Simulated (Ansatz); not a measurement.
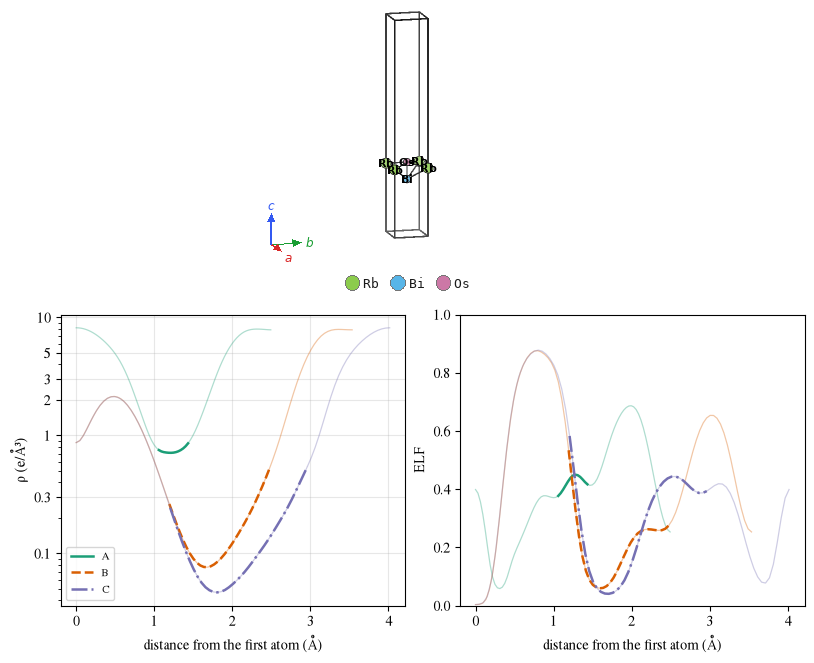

Figure. RbBiOs. Valence pseudo-density and electron localisation function along straight lines between neighbouring atoms. Thin, pale parts lie inside the atomic spheres. The structure is drawn too.

A structure generated by program, which may or may not match a known phase; spin-polarised.

Level of theory: DFT PBE, scalar-relativistic, plane waves, PAW (Ansatz).

Core electrons are frozen (PAW), and the valence fields are smoothed inside the atomic spheres.

Which curve belongs to which contact (Bi–Os, Rb–Bi and Rb–Os)? The first atom named is at distance zero.

Answer. Curve A: Bi–Os (2.49 Å): the density is about 0.71 e/Å³ at the midpoint; the ELF is about 0.45 at the midpoint. Curve B: Rb–Os (3.54 Å): the density is about 0.08 e/Å³ at the midpoint; the ELF is about 0.10 at the midpoint: no shared electron pair shows on this line. Curve C: Rb–Bi (4.02 Å): ρ at the midpoint is about 0.06 e/Å³, with its minimum of 0.05 e/Å³ about 1.8 Å from Rb; the ELF is about 0.15 at the midpoint and 0.05 at its lowest between the atoms; no shared electron pair shows on this line.
